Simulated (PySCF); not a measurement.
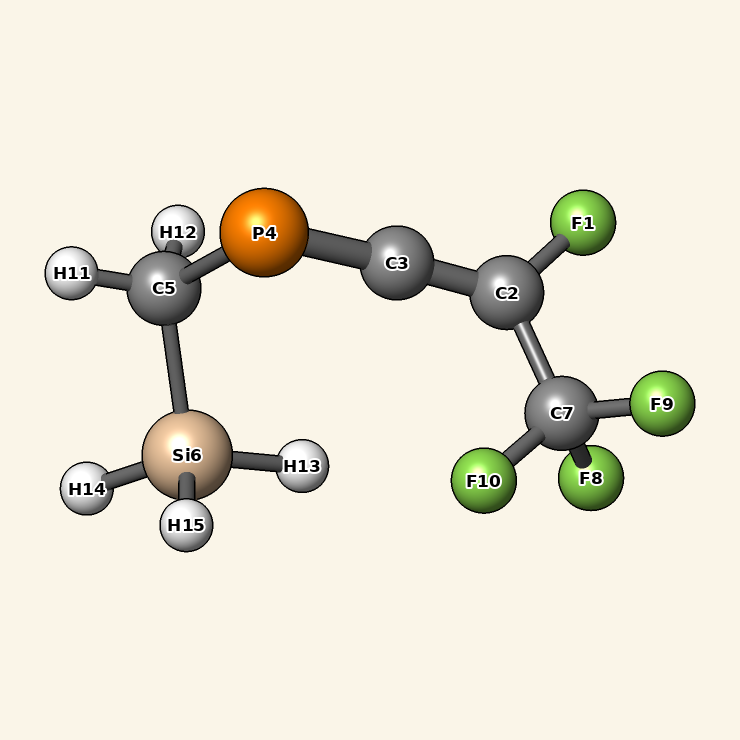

The thickness of each stick grows with its Mayer bond order. The geometry was computed by an optimisation with GFN2-xTB. No frequency run is at hand to confirm it as a minimum. Level of theory: PBE0/pcSseg-1 (PySCF 2.14.0).

Question. Which bond has the lowest Mayer bond order?

Answer. C5–Si6, 0.84, at 1.922 Å.

List the Mayer bond orders of F1–C2, C2–C3, C2–C7, C3–P4, P4–C5, C5–Si6, C5–H11, C5–H12, Si6–H13, Si6–H14, Si6–H15, C7–F8, C7–F9, C7–F10.

```csv
bond,Mayer order,length (Å)
F1–C2,0.97,1.358
C2–C3,1.68,1.299
C2–C7,1.01,1.512
C3–P4,1.80,1.635
P4–C5,0.94,1.855
C5–Si6,0.84,1.922
C5–H11,0.94,1.091
C5–H12,0.93,1.090
Si6–H13,0.95,1.461
Si6–H14,0.94,1.464
Si6–H15,0.95,1.461
C7–F8,0.99,1.342
C7–F9,1.00,1.339
C7–F10,1.01,1.343
```

The geometry is semi-empirical. Around P, Si such bond lengths and angles can be off by a tenth of an ångström or more and by several degrees, and values that hang on the shape move with them.
